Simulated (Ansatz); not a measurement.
# Geometry relaxation of Ge$_{2}$H$_{4}$Cl$_{4}$ (part 2 of 2)

The same run, continued: Ge$_{2}$H$_{4}$Cl$_{4}$; RKS PBE/def2-SVP (Ansatz 0.2.0). It belongs to a series of runs on one base structure; here: end point B relaxed.

Geometry of the input (Å):
```
Ge 0.5968  0.3420  -0.4132
Ge -0.1976  0.2987  3.1183
H  -1.5128  -0.4934  3.3220
H  1.0108  -0.6618  3.0835
H  -0.0084  1.3054  4.2869
Cl 1.5682  -0.0020  -2.3132
Cl -1.1675  1.5195  -0.7821
Cl 0.0714  -1.6157  0.3183
Cl 2.0760  1.4615  0.7717
H  -0.2634  1.1203  1.8102
```

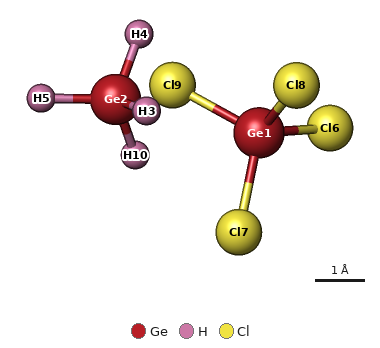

**Figure 1.** The geometry at step 7 of the log (ball-and-stick view, seen at a tilt; atoms are numbered from 1 in the order of the input).

**The program's output, continued**
```
relax step  12: F+E_penalty+E_count = -163128.53903926 eV  Δ(F+E_penalty+E_count) = -1.529e-4 eV  max|allowed force component| = 2.383e-2 eV/Å  Δτ_max = 0.0303 Å  (25 SCF iters, accepted)
1714 factors; their error is unknown
mean field -163128.53903926 eV, -5994.8632371977 hartree, gradient 2.9e-5 eV, S^2 0.000000; 1 other end points of the search recorded, 0 dependent functions left out
the calculation of the forces begins
reference -163128.53908033 eV, -5994.8632387069 hartree; 68, 68 occupied and 88, 88 virtual orbitals, 1714 factors
Total energy: -163128.53908033 eV, -5994.8632387069 hartree
Atom 0 at     0.820925     0.315816    -0.922447 Å, force    -0.001110     0.000020     0.002169 eV/Å
Atom 1 at    -0.385068     0.340694     3.563966 Å, force    -0.003680    -0.023830    -0.009223 eV/Å
Atom 2 at    -1.438395    -0.732192     3.939282 Å, force     0.015279     0.017672    -0.000665 eV/Å
Atom 3 at     0.965878    -0.348037     3.254338 Å, force    -0.010170     0.009347     0.008288 eV/Å
Atom 4 at    -0.205982     1.325518     4.746241 Å, force    -0.003150    -0.004942    -0.007301 eV/Å
Atom 5 at     1.630419    -0.036601    -2.881261 Å, force     0.000344    -0.001350    -0.002451 eV/Å
Atom 6 at    -0.841710     1.669819    -1.067093 Å, force     0.003137    -0.002294     0.002021 eV/Å
Atom 7 at     0.157898    -1.549987    -0.081042 Å, force     0.000020     0.006819    -0.000110 eV/Å
Atom 8 at     2.340353     1.171299     0.334725 Å, force    -0.003720    -0.001576    -0.000694 eV/Å
Atom 9 at    -0.870618     1.118070     2.315690 Å, force     0.003051     0.000134     0.007967 eV/Å
Dipole moment:     0.016829     0.001209    -0.053417 e Å
```

**Trajectory as extended XYZ (Å, eV, eV/Å), 11 of the 12 frames kept, from step=1 to step=12**
```
10
Properties=species:S:1:pos:R:3:forces:R:3 step=1 energy=-163128.18591
Ge    0.5968    0.3420   -0.4132    0.5771   0.3307  -0.2997
Ge   -0.1976    0.2987    3.1183   -0.1377   0.0625   0.4901
H    -1.5128   -0.4934    3.3220    0.0083   0.0005   0.0011
H     1.0108   -0.6618    3.0835   -0.0058   0.0119   0.0144
H    -0.0084    1.3054    4.2869   -0.0269  -0.0218  -0.0200
Cl    1.5682   -0.0020   -2.3132   -0.0533   0.0278   0.0536
Cl   -1.1675    1.5195   -0.7821    0.0382  -0.0223   0.0192
Cl    0.0714   -1.6157    0.3183    0.0164   0.0098   0.0059
Cl    2.0760    1.4615    0.7717   -0.1251  -0.3114  -0.4992
H    -0.2634    1.1203    1.8102   -0.2912  -0.0877   0.2346
10
Properties=species:S:1:pos:R:3:forces:R:3 step=2 energy=-163128.37588
Ge    0.6574    0.3544   -0.5413    0.2527   0.0971  -0.1355
Ge   -0.2447    0.2929    3.2593    0.0297   0.0813  -0.0267
H    -1.5508   -0.5147    3.4217   -0.0130  -0.0457   0.1678
H     0.9800   -0.6485    3.1565   -0.0574   0.0287   0.0624
H    -0.0259    1.3244    4.3916   -0.0636  -0.0627   0.1084
Cl    1.6009   -0.0012   -2.4388   -0.0364  -0.0198  -0.1408
Cl   -1.1296    1.5200   -0.8386    0.1112  -0.0053   0.0250
Cl    0.1116   -1.5820    0.2447    0.0748   0.0963   0.0068
Cl    2.1629    1.4327    0.5998   -0.2523  -0.1954  -0.1019
H    -0.3880    1.0964    1.9475   -0.0456   0.0255   0.0345
10
Properties=species:S:1:pos:R:3:forces:R:3 step=3 energy=-163128.44636
Ge    0.6955    0.3565   -0.6539    0.1234  -0.0068  -0.1139
Ge   -0.2759    0.2945    3.3661    0.0692   0.0677  -0.1960
H    -1.5749   -0.5222    3.5278   -0.0232  -0.0590   0.1939
H     0.9533   -0.6414    3.2431   -0.0699   0.0341   0.0624
H    -0.0527    1.3253    4.4953   -0.0589  -0.0625   0.1322
Cl    1.6224   -0.0029   -2.5567   -0.0347  -0.0207  -0.1555
Cl   -1.0945    1.5231   -0.9211    0.1151   0.0016   0.0381
Cl    0.1479   -1.5691    0.1574    0.0815   0.1238   0.0332
Cl    2.1940    1.4162    0.4907   -0.2084  -0.1217   0.0203
H    -0.4415    1.0943    2.0538    0.0059   0.0435  -0.0148
10
Properties=species:S:1:pos:R:3:forces:R:3 step=4 energy=-163128.52024
Ge    0.7519    0.3466   -0.8259   -0.0146  -0.0436  -0.0638
Ge   -0.3181    0.3071    3.4859    0.0418   0.0135  -0.1234
H    -1.5991   -0.5284    3.7052   -0.0175  -0.0382   0.0824
H     0.9126   -0.6260    3.3611   -0.0434   0.0284   0.0276
H    -0.1055    1.3068    4.6451   -0.0131  -0.0107   0.0773
Cl    1.6274   -0.0073   -2.7566   -0.0198   0.0086  -0.0230
Cl   -1.0232    1.5407   -1.0336    0.0308   0.0005  -0.0066
Cl    0.2310   -1.5494    0.0512    0.0184   0.0151   0.0002
Cl    2.1905    1.3734    0.3935    0.0249   0.0063   0.0269
H    -0.4938    1.1110    2.1764   -0.0074   0.0200   0.0024
10
Properties=species:S:1:pos:R:3:forces:R:3 step=5 energy=-163128.53341
Ge    0.8028    0.3214   -0.9633    0.0246  -0.0051  -0.0217
Ge   -0.3701    0.3347    3.6105    0.0118  -0.0090  -0.0342
H    -1.6194   -0.5446    3.8699    0.0217   0.0168   0.0070
H     0.8778   -0.5704    3.4619   -0.0168   0.0145   0.0034
H    -0.1621    1.3113    4.7956   -0.0091  -0.0176  -0.0118
Cl    1.6290    0.0348   -2.9253    0.0037   0.0016  -0.0245
Cl   -0.9653    1.5333   -1.1009   -0.0073   0.0076   0.0120
Cl    0.3002   -1.5962   -0.1297   -0.0038   0.0106   0.0332
Cl    2.2600    1.3027    0.2753   -0.0122  -0.0123   0.0141
H    -0.5792    1.1473    2.3085   -0.0125  -0.0072   0.0225
10
Properties=species:S:1:pos:R:3:forces:R:3 step=7 energy=-163128.53654
Ge    0.8092    0.3254   -0.9251    0.0480  -0.0215  -0.0899
Ge   -0.3762    0.3316    3.5710    0.0002  -0.0034   0.0172
H    -1.5677   -0.6076    3.8829    0.0095   0.0042  -0.0033
H     0.9032   -0.5109    3.3518   -0.0059   0.0099  -0.0061
H    -0.1589    1.2983    4.7623   -0.0017  -0.0060  -0.0111
Cl    1.6150   -0.0060   -2.8924   -0.0125   0.0047   0.0280
Cl   -0.9263    1.5811   -1.0763   -0.0133   0.0101   0.0206
Cl    0.2672   -1.5685   -0.0629   -0.0133   0.0020   0.0211
Cl    2.3003    1.2783    0.2935   -0.0078   0.0036   0.0229
H    -0.6920    1.1527    2.2975   -0.0033  -0.0037   0.0006
10
Properties=species:S:1:pos:R:3:forces:R:3 step=8 energy=-163128.53765
Ge    0.8155    0.3228   -0.9299   -0.0008   0.0032   0.0061
Ge   -0.3786    0.3323    3.5692    0.0002   0.0014  -0.0054
H    -1.5463   -0.6305    3.8949    0.0009  -0.0037   0.0023
H     0.9141   -0.4831    3.3305    0.0011   0.0038  -0.0022
H    -0.1652    1.3028    4.7569    0.0001   0.0015   0.0018
Cl    1.6183   -0.0134   -2.8945    0.0002  -0.0011   0.0013
Cl   -0.9095    1.5965   -1.0680    0.0001   0.0029  -0.0030
Cl    0.2474   -1.5604   -0.0592   -0.0014  -0.0038  -0.0027
Cl    2.3055    1.2609    0.3027    0.0023  -0.0026  -0.0004
H    -0.7275    1.1465    2.2998   -0.0028  -0.0017   0.0023
10
Properties=species:S:1:pos:R:3:forces:R:3 step=9 energy=-163128.53817
Ge    0.8205    0.3216   -0.9213   -0.0175   0.0069   0.0330
Ge   -0.3828    0.3335    3.5592   -0.0043  -0.0157  -0.0315
H    -1.5138   -0.6670    3.9095    0.0246   0.0157  -0.0079
H     0.9299   -0.4410    3.2837   -0.0287   0.0183   0.0048
H    -0.1697    1.3038    4.7467    0.0006   0.0064   0.0063
Cl    1.6180   -0.0289   -2.8847    0.0038  -0.0008  -0.0047
Cl   -0.8858    1.6221   -1.0586    0.0123  -0.0066  -0.0069
Cl    0.2227   -1.5522   -0.0479    0.0030   0.0056  -0.0134
Cl    2.3226    1.2380    0.3143   -0.0028  -0.0068  -0.0107
H    -0.7880    1.1446    2.3017    0.0090  -0.0230   0.0310
10
Properties=species:S:1:pos:R:3:forces:R:3 step=10 energy=-163128.53840
Ge    0.8212    0.3204   -0.9211   -0.0135   0.0056   0.0258
Ge   -0.3839    0.3351    3.5603   -0.0045  -0.0197  -0.0328
H    -1.5021   -0.6782    3.9147    0.0238   0.0183  -0.0053
H     0.9344   -0.4260    3.2749   -0.0260   0.0183   0.0075
H    -0.1735    1.3065    4.7476   -0.0007   0.0032   0.0030
Cl    1.6200   -0.0307   -2.8840    0.0035  -0.0014  -0.0049
Cl   -0.8782    1.6293   -1.0599    0.0090  -0.0048  -0.0049
Cl    0.2136   -1.5521   -0.0522    0.0020   0.0050  -0.0106
Cl    2.3267    1.2277    0.3167   -0.0025  -0.0055  -0.0075
H    -0.8045    1.1423    2.3053    0.0088  -0.0189   0.0295
10
Properties=species:S:1:pos:R:3:forces:R:3 step=11 energy=-163128.53889
Ge    0.8222    0.3171   -0.9225   -0.0035   0.0000   0.0060
Ge   -0.3861    0.3383    3.5621   -0.0036  -0.0156  -0.0022
H    -1.4619   -0.7137    3.9345    0.0224   0.0185  -0.0110
H     0.9544   -0.3741    3.2579   -0.0221   0.0109   0.0029
H    -0.1925    1.3159    4.7478   -0.0012  -0.0002  -0.0014
Cl    1.6274   -0.0351   -2.8828    0.0024  -0.0008  -0.0054
Cl   -0.8540    1.6545   -1.0656    0.0043  -0.0019   0.0015
Cl    0.1797   -1.5519   -0.0723   -0.0007   0.0057  -0.0005
Cl    2.3377    1.1910    0.3268   -0.0044  -0.0020  -0.0009
H    -0.8531    1.1324    2.3166    0.0065  -0.0146   0.0111
10
Properties=species:S:1:pos:R:3:forces:R:3 step=12 energy=-163128.53904
Ge    0.8209    0.3158   -0.9224   -0.0011   0.0000   0.0022
Ge   -0.3851    0.3407    3.5640   -0.0037  -0.0238  -0.0092
H    -1.4384   -0.7322    3.9393    0.0153   0.0177  -0.0007
H     0.9659   -0.3480    3.2543   -0.0102   0.0093   0.0083
H    -0.2060    1.3255    4.7462   -0.0032  -0.0049  -0.0073
Cl    1.6304   -0.0366   -2.8813    0.0003  -0.0014  -0.0025
Cl   -0.8417    1.6698   -1.0671    0.0031  -0.0023   0.0020
Cl    0.1579   -1.5500   -0.0810    0.0000   0.0068  -0.0001
Cl    2.3404    1.1713    0.3347   -0.0037  -0.0016  -0.0007
H    -0.8706    1.1181    2.3157    0.0031   0.0001   0.0080
```

**Summary**

| quantity | value |
| --- | --- |
| outcome | converged |
| total energy | −163128.5391 eV |
| mean-field energy | −163128.5391 eV |
| largest force (length of the vector) at the end | 0.026 eV/Å |
| hardware | 4 threads of Arm Neoverse V1, 24 GiB of memory available, shared host |
| wall time | 34 s (CPU time 2.1 min) |
| peak memory | 0.27 GiB |
